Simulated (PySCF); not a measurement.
# C4H8 (isobutene): levels of theory compared

We compute a comparison of 3 runs (HF/STO-3G, PBE0/6-31G*, wB97X/6-31G*) of C4H8 (isobutene). The job is set up through a Python script.

Program for the calculation: PySCF 2.14.0.

1 further run of the same task is left out (set aside as unsound or not needed).

**1. The structure to begin with**

C4H8: 12 atoms, total charge 0, spin state singlet. As SMILES, `C=C(C)C`. The shape is that of a PBE0-D4/def2-TZVP optimisation.

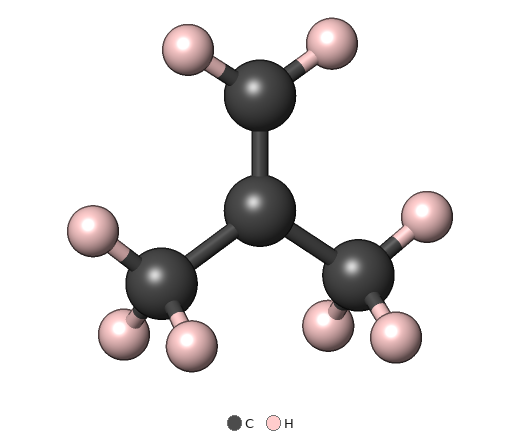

The structure, seen from a chosen angle (carbon dark grey, hydrogen pink).

**2. The energy at HF/STO-3G (run 1)**

Contents of job.py:

```python
from pyscf import gto

system = gto.M(
    atom=[
    ('C', (-0.574120, 1.411480, -0.250890)),
    ('C', (-0.080110, 0.196690, -0.034980)),
    ('C', (0.052960, -0.375770, 1.340390)),
    ('C', (0.379100, -0.686080, -1.151630)),
    ('H', (-0.665480, 1.815140, -1.253360)),
    ('H', (-0.904100, 2.041770, 0.567700)),
    ('H', (-0.516670, -1.306910, 1.430310)),
    ('H', (-0.299190, 0.318290, 2.104310)),
    ('H', (1.096630, -0.627710, 1.556930)),
    ('H', (-0.178340, -1.628870, -1.155760)),
    ('H', (0.254300, -0.208180, -2.123920)),
    ('H', (1.435040, -0.949860, -1.029100)),
],
    basis='sto-3g',
    max_memory=1860,
    verbose=3,
)

calc0 = system.RHF()
calc0.conv_tol = 1e-10
calc0.kernel()
if not calc0.converged:
    calc0 = calc0.newton().run(calc0.mo_coeff, calc0.mo_occ)

e_tot = calc0.e_tot
print(f'total energy: {e_tot:.8f} hartree')
```

Command:

```bash
OMP_NUM_THREADS=1 python job.py
```

The program printed:

```text
converged SCF energy = -154.243721541879
total energy: -154.24372154 hartree
```

Wall time 0.89 s (1 thread of Arm Neoverse V1, shared host); peak memory 0.12 GiB.

**3. A single-point energy at PBE0/6-31G(d) (spherical functions) (run 2)**

Contents of input.py:

```python
# C=C(C)C
from pyscf import gto, dft

mol = gto.M(
    atom='''
C       -0.574120       1.411480      -0.250890
C       -0.080110       0.196690      -0.034980
C        0.052960      -0.375770       1.340390
C        0.379100      -0.686080      -1.151630
H       -0.665480       1.815140      -1.253360
H       -0.904100       2.041770       0.567700
H       -0.516670      -1.306910       1.430310
H       -0.299190       0.318290       2.104310
H        1.096630      -0.627710       1.556930
H       -0.178340      -1.628870      -1.155760
H        0.254300      -0.208180      -2.123920
H        1.435040      -0.949860      -1.029100
''',
    basis='6-31g*',
    verbose=4,
    max_memory=1860,
)

mf = dft.RKS(mol)
mf.xc = 'pbe0'
mf.conv_tol = 1e-10
mf.grids.level = 5
mf.kernel()
if not mf.converged:
    mf = mf.newton().run(mf.mo_coeff, mf.mo_occ)

e_final = mf.e_tot
print('E(%s) = %.9f' % ('PBE0', e_final))
```

Command:

```bash
OMP_NUM_THREADS=1 python input.py
```

The program printed:

```text
PySCF version 2.14.0

[... 77 lines left out ...]
converged SCF energy = -157.019673613577
E(PBE0) = -157.019673614
```

Run time: 17 s. Hardware: 1 thread of Arm Neoverse V1, shared host; peak memory 0.37 GiB.

**4. A single-point energy at wB97X/6-31G(d) (spherical functions) (run 3)**

Contents of mol.xyz:

```xyz
12
C4H8
C     -0.574120     1.411480    -0.250890
C     -0.080110     0.196690    -0.034980
C      0.052960    -0.375770     1.340390
C      0.379100    -0.686080    -1.151630
H     -0.665480     1.815140    -1.253360
H     -0.904100     2.041770     0.567700
H     -0.516670    -1.306910     1.430310
H     -0.299190     0.318290     2.104310
H      1.096630    -0.627710     1.556930
H     -0.178340    -1.628870    -1.155760
H      0.254300    -0.208180    -2.123920
H      1.435040    -0.949860    -1.029100
```

Contents of run.py:

```python
from pyscf import gto, dft

molecule = gto.M(
    atom='mol.xyz',
    max_memory=1860,
    charge=0,
    basis='6-31g*',
    spin=0,
    verbose=3,
)

ks = dft.RKS(molecule, xc='wb97x')
ks.grids.level = 5
ks.conv_tol = 1e-10
ks.kernel()
if not ks.converged:
    ks = ks.newton().run(ks.mo_coeff, ks.mo_occ)

energy = ks.e_tot
print('E(%s) = %.9f' % ('WB97X', energy))
```

Command:

```bash
OMP_NUM_THREADS=1 python run.py
```

The program printed:

```text
converged SCF energy = -157.175342580491
E(WB97X) = -157.175342580
```

Wall time 25 s (1 thread of Arm Neoverse V1, shared host); peak memory 0.37 GiB.

**5. The series**

```csv
run,level,integration grid,energy (Eh),dipole moment (D),HOMO energy (eV),LUMO energy (eV),wall time
1,HF/STO-3G,–,-154.243722,0.41,-8.01,8.77,0.89 s
2,PBE0/6-31G* (spherical functions),5,-157.019674,0.53,-6.79,1.09,17 s
3,wB97X/6-31G* (spherical functions),5,-157.175343,0.51,-9.16,3.38,25 s
```

**6. Summary of results**

```
            quantity          value
 run 3: total energy  -157.17534 Eh
run 3: dipole moment         0.51 D
  run 3: HOMO energy       -9.16 eV
  run 3: LUMO energy        3.38 eV
run 3: HOMO–LUMO gap       12.54 eV
```

In words: The dipole moment (its size) runs from 0.41 D (HF/STO-3G) to 0.53 D (PBE0/6-31G*). The two ends differ in method and basis. The HOMO–LUMO gap runs from 7.88 eV (PBE0/6-31G*) to 16.78 eV (HF/STO-3G). Totals of different functionals can't be ranked against each other. In run 1 the basis is minimal, so the values are rough. All runs together took 43 s, the longest 25 s.
